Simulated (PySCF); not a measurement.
# C₆H₄: fields and orbitals

For C₆H₄, the scripts below treat its π system by CASSCF and NEVPT2 and analyse its density (charges, bond critical points, surface potential).

Computed with PySCF 2.14.0. Level: levels as typed in each script, gas phase, geometry from GFN2-xTB.

### Step 1. The starting structure

SMILES `c1cc2ccc1=2`, 10 atoms, charge 0, spin multiplicity 1.

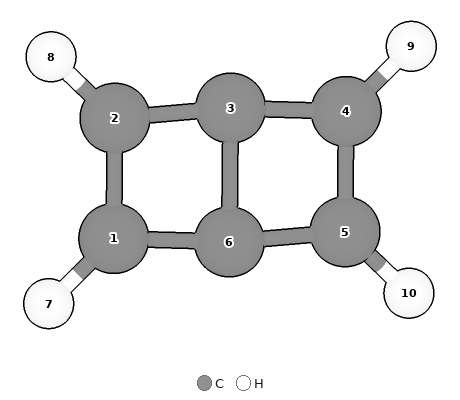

The structure; carbon grey, hydrogen white; atoms are numbered from 1 in the order of the file.

Geometry (Å):

```xyz
10

C    -1.38345   -0.71483    0.00000
C    -1.38345    0.71483    0.00000
C     0.00000    0.79498    0.00000
C     1.38345    0.71483    0.00000
C     1.38345   -0.71483    0.00000
C     0.00000   -0.79498    0.00000
H    -2.15572   -1.46700    0.00000
H    -2.15572    1.46700    0.00000
H     2.15572    1.46700    0.00000
H     2.15572   -1.46700    0.00000
```

### Step 2. The π active space (6-31+g*)

File input.py:

```python
import numpy as np
from pyscf import gto, scf, dft, mcscf, mrpt
from pyscf.mcscf import avas

def solve(mol, dm0=None, hcore=None):
    mf = scf.ROHF(mol) if mol.spin else scf.RHF(mol)
    mf = mf.density_fit(auxbasis='def2-universal-jkfit')
    mf.conv_tol, mf.max_cycle = 1e-8, 80
    if hcore is not None:
        mf.get_hcore = lambda *args: hcore
    mf.kernel(dm0)
    if not mf.converged:
        mf = mf.newton().run(mf.mo_coeff, mf.mo_occ, max_cycle=30)
    assert mf.converged, 'SCF not converged'
    return mf

mol = gto.M(atom='''
C     -1.38345    -0.71483     0.00000
C     -1.38345     0.71483     0.00000
C      0.00000     0.79498     0.00000
C      1.38345     0.71483     0.00000
C      1.38345    -0.71483     0.00000
C      0.00000    -0.79498     0.00000
H     -2.15572    -1.46700     0.00000
H     -2.15572     1.46700     0.00000
H      2.15572     1.46700     0.00000
H      2.15572    -1.46700     0.00000
''', basis='6-31+g*', charge=0, spin=0, verbose=4)
mf = solve(mol)
ncas, nel, orbs = avas.avas(mf, ['C 2pz'], threshold=0.5, openshell_option=3)
print('active space', nel, ncas)
assert 2 <= ncas <= 10, 'active space too large or empty'
mc = mcscf.CASSCF(mf, ncas, nel)
mc.natorb, mc.max_cycle_macro = True, 60
mc.fix_spin_(ss=mol.spin / 2 * (mol.spin / 2 + 1))
mc.kernel(orbs)
occ = mc.mo_occ[mc.ncore:mc.ncore + ncas]
print('natural occupations', occ.round(4))
e2 = mrpt.NEVPT(mc).kernel()
out = dict(c=mc.mo_coeff[:, mc.ncore:mc.ncore + ncas], occ=occ, e=mc.e_tot, e2=e2, ehf=mf.e_tot, ok=mc.converged, nel=nel, w0=abs(mc.ci).max() ** 2, dm=mc.make_rdm1())
# the other spin state at the same geometry
other = mol.copy().set(spin=2).build()
mo = scf.ROHF(other).density_fit(auxbasis='def2-universal-jkfit').run()
na = (nel + other.spin) // 2
m2 = mcscf.CASSCF(mo, ncas, (na, nel - na))
m2.natorb = True
m2.fix_spin_(ss=other.spin / 2 * (other.spin / 2 + 1))
m2.kernel(mc.mo_coeff)
e2o = mrpt.NEVPT(m2).kernel()
print('other state above this one / eV: CASSCF', (m2.e_tot - mc.e_tot) * 27.211386, 'NEVPT2', (m2.e_tot + e2o - mc.e_tot - e2) * 27.211386)
np.savez('result.npz', eo=m2.e_tot, e2o=e2o, oko=m2.converged, occo=m2.mo_occ[mc.ncore:mc.ncore + ncas], co=m2.mo_coeff[:, mc.ncore:mc.ncore + ncas], **out)
```

On the command line:

```sh
$ OMP_NUM_THREADS=1 python input.py
```

Standard output:

```text
[ENV] PYSCF_TMPDIR <dir>
[ENV] PYSCF_MAX_MEMORY 1375
[INPUT] verbose = 4
[INPUT] num. atoms = 10
[INPUT] num. electrons = 40
[INPUT] charge = 0
[INPUT] spin (= nelec alpha-beta = 2S) = 0
[INPUT] symmetry False subgroup None
[INPUT] Mole.unit = angstrom
[INPUT] Symbol           X                Y                Z      unit          X                Y                Z       unit  Magmom
[INPUT]  1 C     -1.383450000000  -0.714830000000   0.000000000000 AA   -2.614341607030  -1.350832925623   0.000000000000 Bohr   0.0
[INPUT]  2 C     -1.383450000000   0.714830000000   0.000000000000 AA   -2.614341607030   1.350832925623   0.000000000000 Bohr   0.0
[INPUT]  3 C      0.000000000000   0.794980000000   0.000000000000 AA    0.000000000000   1.502294474507   0.000000000000 Bohr   0.0
[INPUT]  4 C      1.383450000000   0.714830000000   0.000000000000 AA    2.614341607030   1.350832925623   0.000000000000 Bohr   0.0
[INPUT]  5 C      1.383450000000  -0.714830000000   0.000000000000 AA    2.614341607030  -1.350832925623   0.000000000000 Bohr   0.0
[INPUT]  6 C      0.000000000000  -0.794980000000   0.000000000000 AA    0.000000000000  -1.502294474507   0.000000000000 Bohr   0.0
[INPUT]  7 H     -2.155720000000  -1.467000000000   0.000000000000 AA   -4.073720401247  -2.772228224737   0.000000000000 Bohr   0.0
[INPUT]  8 H     -2.155720000000   1.467000000000   0.000000000000 AA   -4.073720401247   2.772228224737   0.000000000000 Bohr   0.0
[INPUT]  9 H      2.155720000000   1.467000000000   0.000000000000 AA    4.073720401247   2.772228224737   0.000000000000 Bohr   0.0
[INPUT] 10 H      2.155720000000  -1.467000000000   0.000000000000 AA    4.073720401247  -2.772228224737   0.000000000000 Bohr   0.0

nuclear repulsion = 191.166904347799
number of shells = 56
number of NR pGTOs = 202
number of NR cGTOs = 116
basis = 6-31+g*
ecp = {}

******** <class 'pyscf.df.df_jk.DFRHF'> ********
method = DFRHF
initial guess = minao
damping factor = 0
level_shift factor = 0
DIIS = <class 'pyscf.scf.diis.CDIIS'>
diis_start_cycle = 1
diis_space = 8
diis_damp = 0
SCF conv_tol = 1e-08
SCF conv_tol_grad = None
SCF max_cycles = 80
direct_scf = False
Set gradient conv threshold to 0.0001
Initial guess from minao.
******** <class 'pyscf.df.df.DF'> ********
auxbasis = def2-universal-jkfit
init E= -231.503247341808
  HOMO = -0.163470213614144  LUMO = 0.0229777323082025  gap/eV = 5.07351
cycle= 1 E= -229.21988851617  delta_E= 2.28  |g|= 0.409  |ddm|= 9.03
  HOMO = -0.31493325112028  LUMO = 0.0570089944535899  gap/eV = 10.12106
cycle= 2 E= -229.284326752609  delta_E= -0.0644  |g|= 0.126  |ddm|= 1.87
  HOMO = -0.280985028278129  LUMO = 0.0759217598080323  gap/eV = 9.71193
cycle= 3 E= -229.290048725048  delta_E= -0.00572  |g|= 0.0438  |ddm|= 1.28
  HOMO = -0.288847156310503  LUMO = 0.0759598036858722  gap/eV = 9.92690
cycle= 4 E= -229.290737784961  delta_E= -0.000689  |g|= 0.00489  |ddm|= 0.31
  HOMO = -0.288476030837647  LUMO = 0.0758566049978257  gap/eV = 9.91400
cycle= 5 E= -229.290753210757  delta_E= -1.54e-05  |g|= 0.00174  |ddm|= 0.0414
  HOMO = -0.28871156359915  LUMO = 0.0758268204699973  gap/eV = 9.91959
cycle= 6 E= -229.290754654848  delta_E= -1.44e-06  |g|= 0.000634  |ddm|= 0.0108
  HOMO = -0.288568048009247  LUMO = 0.0758328273622759  gap/eV = 9.91585
cycle= 7 E= -229.290754853428  delta_E= -1.99e-07  |g|= 0.000107  |ddm|= 0.00458
  HOMO = -0.288581276009995  LUMO = 0.075828795428695  gap/eV = 9.91610
cycle= 8 E= -229.290754861678  delta_E= -8.25e-09  |g|= 1.36e-05  |ddm|= 0.000724
  HOMO = -0.288580044542067  LUMO = 0.0758289812082925  gap/eV = 9.91607
Extra cycle  E= -229.290754861801  delta_E= -1.23e-10  |g|= 5.14e-06  |ddm|= 0.000255
converged SCF energy = -229.290754861801

******** AVAS flags ********
aolabels = ['C 2pz']
ncore = 0
minao = minao
threshold = 0.5
with_iao = False
openshell_option = 3
canonicalize = True

** AVAS **
  Total number of HF MOs  is equal to    116
  Number of occupied HF MOs is equal to  20
reference AO indices for minao ['C 2pz']:
 [ 4  9 14 19 24 29]
Option 3: threshold 0.5, num open shell 0
Active from occupied = 3 , eig [0.98868608 0.99181991 0.99432244]
Inactive from occupied = 17
Active from unoccupied = 3 , eig [0.99969802 0.99969974 0.99970335]
Inactive from unoccupied = 93
Dimensions of active 6
# of alpha electrons 3
# of beta electrons 3
active space 6 6

******** <class 'pyscf.mcscf.df.DFCASSCF'> ********
CAS (3e+3e, 6o), ncore = 17, nvir = 93
max_cycle_macro = 60
max_cycle_micro = 4
conv_tol = 1e-07
conv_tol_grad = None
orbital rotation max_stepsize = 0.02
orbital rotation threshold for CI restart = 0.01
augmented hessian ah_max_cycle = 30
augmented hessian ah_conv_tol = 1e-12
augmented hessian ah_linear dependence = 1e-14
augmented hessian ah_level shift = 1e-08
augmented hessian ah_start_tol = 2.5
augmented hessian ah_start_cycle = 3
augmented hessian ah_grad_trust_region = 3
kf_trust_region = 3
kf_interval = 4
ci_response_space = 4
ci_grad_trust_region = 3
with_dep4 0
natorb = True
canonicalization = True
sorting_mo_energy = False
ao2mo_level = 2
internal_rotation = False
******** <class 'pyscf.fci.addons.SpinPenaltyFCISolver'> ********
max. cycles = 50
conv_tol = 1e-08
davidson only = True
linear dependence = 1e-12
level shift = 0.001
max iter space = 12
nroots = 1
pspace_size = 400
spin = None
DFCASCI/DFCASSCF: density fitting for JK matrix and 2e integral transformation
CASCI E = -229.368273672075  S^2 = 0.0000000
Set conv_tol_grad to 0.000316228
macro iter   1 ( 12 JK    4 micro), CASSCF E = -229.371895650776  dE = -3.62197870e-03  S^2 = 0.0000000
               |grad[o]|=0.0649  |grad[c]|=0.00344  |ddm|=0.0273  |maxRot[o]|=0.0502
macro iter   2 (  5 JK    2 micro), CASSCF E = -229.371895855141  dE = -2.04364397e-07  S^2 = 0.0000000
               |grad[o]|=0.000554  |grad[c]|=2.12e-05  |ddm|=8e-05  |maxRot[o]|=0.000203
macro iter   3 (  1 JK    1 micro), CASSCF E = -229.371895855208  dE = -6.74447165e-11  S^2 = 0.0000000
               |grad[o]|=1.07e-05  |grad[c]|=7.02e-06  |ddm|=5.45e-06  |maxRot[o]|=    0
1-step CASSCF converged in   3 macro ( 18 JK   7 micro) steps
CASSCF canonicalization
Natural occ [1.95899982 1.87604091 1.87099938 0.1304672  0.12361126 0.03988143]
Natural orbital (expansion on meta-Lowdin AOs) in CAS space
               #1        #2        #3        #4        #5
0 C 1s          -0.00000  -0.00000  -0.00000  -0.00000  -0.00000
0 C 2s          -0.00000  -0.00000   0.00000  -0.00000   0.00000
0 C 3s           0.00000   0.00000  -0.00000   0.00000  -0.00000
0 C 4s           0.00000   0.00000  -0.00000   0.00000  -0.00000
0 C 2px          0.00000   0.00000   0.00000  -0.00000   0.00000
0 C 2py         -0.00000  -0.00000   0.00000   0.00000   0.00000
0 C 2pz          0.36946  -0.49821  -0.33439  -0.49837   0.33537
0 C 3px          0.00000   0.00000  -0.00000   0.00000  -0.00000
0 C 3py         -0.00000  -0.00000  -0.00000   0.00000   0.00000
0 C 3pz         -0.01236  -0.03202  -0.03864  -0.02562   0.01111
0 C 4px          0.00000   0.00000  -0.00000   0.00000  -0.00000
...
4 C 3pz         -0.01305   0.03279  -0.03233   0.10053   0.01639
4 C 4px          0.00000   0.00000  -0.00000  -0.00000  -0.00000
4 C 4py         -0.00000   0.00000   0.00000  -0.00000  -0.00000
4 C 4pz         -0.00741  -0.00060  -0.00190  -0.00816  -0.01565
4 C 3dxy        -0.00000   0.00000   0.00000   0.00000   0.00000
4 C 3dyz         0.01162   0.01474   0.01050  -0.01777   0.00966
4 C 3dz^2        0.00000   0.00000  -0.00000  -0.00000  -0.00000
4 C 3dxz        -0.01557  -0.01068   0.01362  -0.00964   0.02348
4 C 3dx2-y2      0.00000  -0.00000  -0.00000  -0.00000  -0.00000
5 C 1s          -0.00000  -0.00000  -0.00000   0.00000  -0.00000
5 C 2s          -0.00000  -0.00000  -0.00000  -0.00000  -0.00000
5 C 3s           0.00000  -0.00000   0.00000  -0.00000   0.00000
5 C 4s           0.00000  -0.00000   0.00000  -0.00000   0.00000
5 C 2px         -0.00000   0.00000  -0.00000   0.00000  -0.00000
5 C 2py          0.00000   0.00000   0.00000  -0.00000  -0.00000
5 C 2pz          0.49587  -0.00000  -0.51089  -0.00000  -0.49727
5 C 3px          0.00000   0.00000  -0.00000  -0.00000  -0.00000
5 C 3py          0.00000  -0.00000   0.00000  -0.00000  -0.00000
5 C 3pz         -0.00532  -0.00000  -0.04307  -0.00000  -0.08397
5 C 4px          0.00000   0.00000  -0.00000  -0.00000  -0.00000
5 C 4py          0.00000  -0.00000   0.00000  -0.00000  -0.00000
5 C 4pz         -0.01542  -0.00000  -0.00001   0.00000   0.01786
5 C 3dxy         0.00000  -0.00000  -0.00000  -0.00000  -0.00000
5 C 3dyz         0.01875   0.00000   0.00936  -0.00000  -0.01829
5 C 3dz^2        0.00000   0.00000  -0.00000   0.00000  -0.00000
5 C 3dxz        -0.00000   0.03079  -0.00000   0.03447  -0.00000
5 C 3dx2-y2     -0.00000  -0.00000  -0.00000  -0.00000   0.00000
6 H 1s          -0.00000  -0.00000   0.00000  -0.00000  -0.00000
6 H 2s           0.00000  -0.00000  -0.00000  -0.00000  -0.00000
7 H 1s          -0.00000  -0.00000   0.00000   0.00000  -0.00000
7 H 2s          -0.00000   0.00000   0.00000   0.00000  -0.00000
8 H 1s          -0.00000  -0.00000   0.00000  -0.00000   0.00000
8 H 2s           0.00000  -0.00000  -0.00000  -0.00000   0.00000
9 H 1s          -0.00000  -0.00000   0.00000  -0.00000   0.00000
9 H 2s          -0.00000   0.00000   0.00000   0.00000   0.00000
               #6
0 C 1s           0.00000
0 C 2s          -0.00000
0 C 3s           0.00000
0 C 4s           0.00000
0 C 2px         -0.00000
0 C 2py          0.00000
0 C 2pz          0.36187
0 C 3px          0.00000
0 C 3py          0.00000
0 C 3pz          0.01684
0 C 4px          0.00000
0 C 4py         -0.00000
0 C 4pz         -0.02044
0 C 3dxy        -0.00000
0 C 3dyz        -0.00482
0 C 3dz^2       -0.00000
0 C 3dxz        -0.01866
0 C 3dx2-y2     -0.00000
1 C 1s          -0.00000
1 C 2s          -0.00000
1 C 3s          -0.00000
1 C 4s          -0.00000
1 C 2px          0.00000
1 C 2py         -0.00000
1 C 2pz         -0.36187
1 C 3px         -0.00000
1 C 3py         -0.00000
1 C 3pz         -0.01684
1 C 4px         -0.00000
1 C 4py         -0.00000
1 C 4pz          0.02044
1 C 3dxy         0.00000
1 C 3dyz        -0.00482
1 C 3dz^2        0.00000
1 C 3dxz         0.01866
1 C 3dx2-y2      0.00000
2 C 1s           0.00000
2 C 2s           0.00000
2 C 3s          -0.00000
2 C 4s          -0.00000
2 C 2px         -0.00000
2 C 2py         -0.00000
2 C 2pz          0.48054
2 C 3px         -0.00000
2 C 3py          0.00000
2 C 3pz          0.06445
2 C 4px         -0.00000
2 C 4py          0.00000
2 C 4pz         -0.02867
2 C 3dxy         0.00000
2 C 3dyz         0.00756
2 C 3dz^2       -0.00000
2 C 3dxz         0.00000
2 C 3dx2-y2     -0.00000
3 C 1s           0.00000
3 C 2s           0.00000
3 C 3s           0.00000
3 C 4s           0.00000
3 C 2px          0.00000
3 C 2py          0.00000
3 C 2pz         -0.36187
3 C 3px         -0.00000
3 C 3py         -0.00000
3 C 3pz         -0.01684
3 C 4px         -0.00000
3 C 4py         -0.00000
3 C 4pz          0.02044
3 C 3dxy         0.00000
3 C 3dyz        -0.00482
3 C 3dz^2       -0.00000
3 C 3dxz        -0.01866
3 C 3dx2-y2     -0.00000
4 C 1s          -0.00000
4 C 2s          -0.00000
4 C 3s          -0.00000
4 C 4s          -0.00000
4 C 2px         -0.00000
4 C 2py          0.00000
4 C 2pz          0.36187
4 C 3px          0.00000
4 C 3py         -0.00000
4 C 3pz          0.01684
4 C 4px          0.00000
4 C 4py         -0.00000
4 C 4pz         -0.02044
4 C 3dxy        -0.00000
4 C 3dyz        -0.00482
4 C 3dz^2        0.00000
4 C 3dxz         0.01866
4 C 3dx2-y2      0.00000
5 C 1s          -0.00000
5 C 2s           0.00000
5 C 3s           0.00000
5 C 4s           0.00000
5 C 2px         -0.00000
5 C 2py         -0.00000
5 C 2pz         -0.48054
5 C 3px          0.00000
5 C 3py          0.00000
5 C 3pz         -0.06445
5 C 4px          0.00000
5 C 4py          0.00000
5 C 4pz          0.02867
5 C 3dxy         0.00000
5 C 3dyz         0.00756
5 C 3dz^2       -0.00000
5 C 3dxz         0.00000
5 C 3dx2-y2      0.00000
6 H 1s           0.00000
6 H 2s           0.00000
7 H 1s           0.00000
7 H 2s          -0.00000
8 H 1s          -0.00000
8 H 2s           0.00000
9 H 1s           0.00000
9 H 2s          -0.00000
<CAS-nat-orb|mo-hf>  18     17       0.99892286
<CAS-nat-orb|mo-hf>  19     19      -0.99977398
<CAS-nat-orb|mo-hf>  20     20       0.99966795
<CAS-nat-orb|mo-hf>  21     21      -0.99855191
<CAS-nat-orb|mo-hf>  22     25      -0.72038057
<CAS-nat-orb|mo-hf>  22     29      -0.55938592
<CAS-nat-orb|mo-hf>  23     49      -0.92168762
Using density fitting integrals for NEVPT2
Sr    (-1)',   E = -0.01311144708877
Si    (+1)',   E = -0.00000000000000
Sijrs (0)  ,   E = -0.38208828887714
Sijr  (+1) ,   E = -0.02215131071809
Srsi  (-1) ,   E = -0.14956335662387
Srs   (-2) ,   E = -0.01788015387463
Sij   (+2) ,   E = -0.00344159493199
Sir   (0)' ,   E = -0.12900216802540
Nevpt2 Energy = -0.717238320139883
other state above this one / eV: CASSCF 3.405965568358217 NEVPT2 3.257775846283094
```

It took 25 s on 1 thread of Intel Xeon Platinum 8488C (Sapphire Rapids), shared host; peak memory 0.3 GiB.

### Step 3. What the saved matrices give

Natural occupations, CASSCF(6,6):

```tsv
orbital	singlet	triplet
1	1.959	1.939
2	1.876	1.794
3	1.871	1.115
4	0.131	0.885
5	0.124	0.210
6	0.040	0.057
```

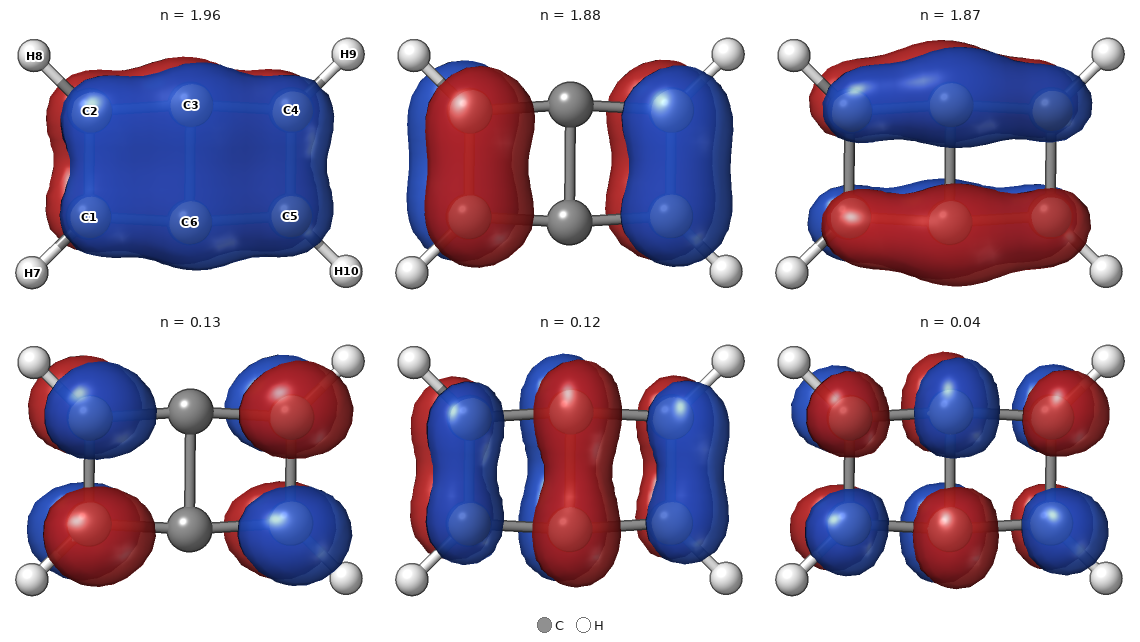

Natural orbitals of the π active space, CASSCF(6,6), singlet state, in order of falling occupation.

> How multiconfigurational is the state?

The leading determinant weighs 0.86; the effective number of unpaired electrons, Σ n²(2−n)², is 0.24; the most occupied of the weakly occupied orbitals holds 0.13 e, as in an ordinary closed-shell π system. The active space lowers the energy by 2.21 eV against Hartree–Fock.

> Where does the lowest triplet lie relative to the singlet, at this geometry and within this active space?

3.26 eV above it by NEVPT2 (+3.41 eV by CASSCF). This is a vertical energy for π states alone; a state that uses lone pairs or σ orbitals may lie lower.

(Part 1 of 2 ends here.)
